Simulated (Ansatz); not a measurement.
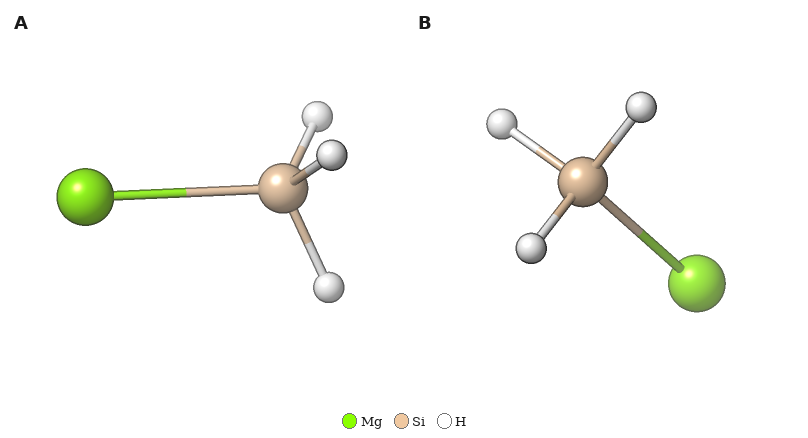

Distant atoms are faded towards the background colour. State: neutral, doublet. Computed geometry: PBE0-D4/def2-TZVP optimisation. No frequency run is at hand to confirm it as a minimum.

How are A and B related: the same structure turned, mirror images, conformers, diastereomers or constitutional isomers?

Answer. They are the same structure, H3MgSi, seen from two directions. With point group C3v it is achiral, so its mirror image would be the same too.
